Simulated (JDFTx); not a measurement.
Mo(100) slab cut from bulk Mo (space group Im-3m, indices of the conventional cell, lattice of the Materials Project entry mp-129, not re-optimised): 6 atoms in 6 planes, a 1x1 cell of 10.03 Å² (|a| = 3.168, |b| = 3.168 Å), 7.5 Å between the outermost planes, cell height 23.9 Å, 8×8×1 k mesh, Fermi smearing 0.01 Ha, no spin polarisation.

Method: PBE, GBRV ultrasoft potentials, plane waves to 20/100 Ha, in a modified build of JDFTx. Liquid on both sides: SCCS (g09 parameters), water, 0.5 M NaCl; nuclei fixed. Potentials refer to SHE, placed 4.44 V below the bulk liquid's zero by convention.

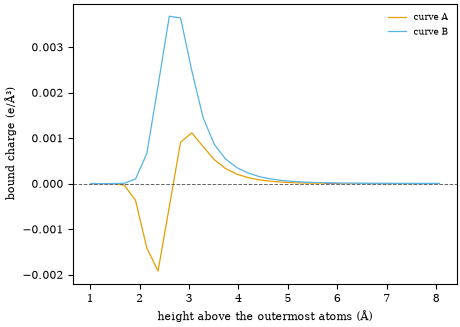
*Plane-averaged bound charge of the liquid for two states of the electrode*

### Question
One curve is the neutral slab. Which, and what is the sign of the other's charge?

### Answer
Curve A is neutral (potential of zero charge, -0.68 V). Curve B is negatively charged, -6.1 μC/cm² at -1.10 V.
